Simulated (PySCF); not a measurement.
Vertical excitations of a molecule C8H6N2S from TDA-PBE0/def2-SVP run with PySCF, as energy in eV (oscillator strength): 4.20 (0.001), 4.67 (0.578), 4.68 (0.002), 4.93 (0.003), 5.07 (0.015), 5.72 (0.057), 5.96 (0.073), 6.06 (0.000), 6.18 (0.000), 6.25 (0.020). Lowest triplet (TDA): 3.06 eV. Geometry: PBE0-D3(BJ)/def2-SVP. The values are those of a single conformer.

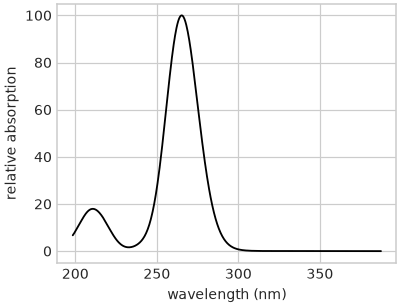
Figure. The lines broadened by 0.4 eV.

Task: Which molecule gave these data?
A. c1ccc(-c2nccs2)nc1
B. C=Cc1cccc2nsnc12
C. C=Cc1ccc2nsnc2c1
D. c1cnc(-c2cccs2)nc1

Result: A, c1ccc(-c2nccs2)nc1
